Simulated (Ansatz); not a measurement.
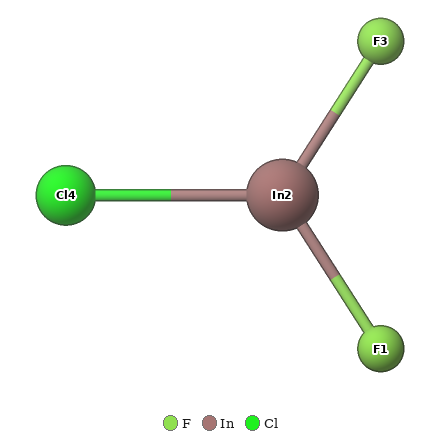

The system is ClF2In, SMILES [F][In]([F])[Cl]; the picture shows the reference structure. 
- First axis: bond length F1–In2. Second axis: bond length In2–F3.
- Nothing is relaxed (all other coordinates rigid).
- Grid: 11 × 11 points; 66 points were computed and 55 follow by symmetry.
- Energies are in kJ/mol, from the lowest grid point.
- The reference is spin-restricted, which grows unreliable where a bond is stretched far.
- Level of theory: Ansatz, RKS B3LYP-D4/def2-TZVP.

Its coordinates:

```xyz
4

F     0.5932    0.6182    1.7627
In    0.0475   -0.0411    0.0258
F     0.8381   -1.7333   -0.4846
Cl   -1.4233    1.0958   -1.3242
```

Range: bond length F1–In2 from 1.588 to 2.904 Å; bond length In2–F3 from 1.588 to 2.904 Å.

> What will the energy surface look like?

The lowest grid point is at bond length F1–In2 = 1.983 Å, bond length In2–F3 = 1.983 Å. It is the only kind of minimum in the scanned range. The highest grid point, bond length F1–In2 = 2.904 Å, bond length In2–F3 = 2.904 Å, lies 522 kJ/mol above the lowest. Round the minimum the contours are nearly round: the two directions are equally stiff and uncoupled.

```
bond length In2–F3 ↓, bond length F1–In2 →  1.588  1.719  1.851  1.983  2.114  2.246  2.378  2.509  2.641  2.773  2.904
                                     2.904    496    328    268    264    289    327    370    412    452    489    522
                                     2.773    461    293    232    229    254    292    335    378    418    455    489
                                     2.641    423    254    193    190    215    253    297    340    380    418    452
                                     2.509    382    212    151    147    173    211    255    298    340    378    412
                                     2.378    340    170    108    104    129    167    211    255    297    335    370
                                     2.246    299    128     65     61     85    124    167    211    253    292    327
                                     2.114    265     92     29     23     47     85    129    173    215    254    289
                                     1.983    246     72      6      0     23     61    104    147    190    229    264
                                     1.851    259     81     14      6     29     65    108    151    193    232    268
                                     1.719    332    151     81     72     92    128    170    212    254    293    328
                                     1.588    517    332    259    246    265    299    340    382    423    461    496
```

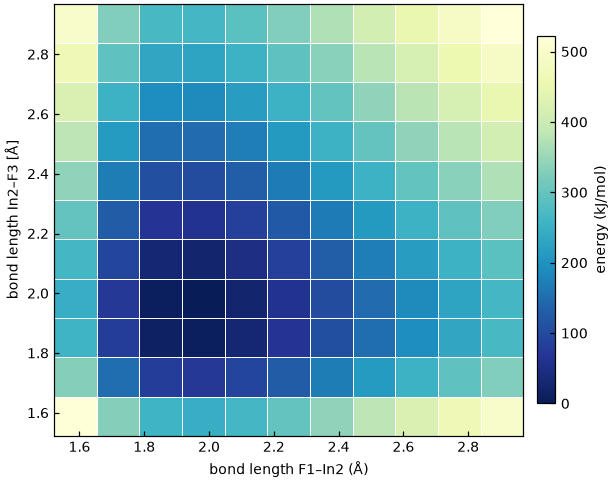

The picture shows one coloured cell a grid point.

Each point was launched as `ansatz run input.yaml --threads 1 --pin off --max-ram 2560MiB --backend cpu --events-out ev --progress --plain --runs-dir out`. Time for the 66 points that were run: 5.8 min on 1 thread of Arm Neoverse V2, on a shared host.
